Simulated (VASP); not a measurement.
Band structure of MgS (rock salt). Calculation: PBE GGA, VASP's PBE PAW potentials (set 64) (plane waves; VASP).

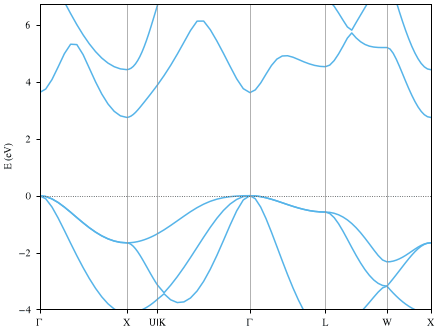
Bands along high-symmetry lines, zero at the valence-band maximum or, without a gap, the Fermi level

Read the plot: is there a gap, and where are the band edges?

The gap is indirect, 2.75 eV, from the valence maximum at Γ to the conduction minimum at X. (Edges off the drawn lines would not show.)

The compound is MgS in the rock salt structure. It was relaxed first.
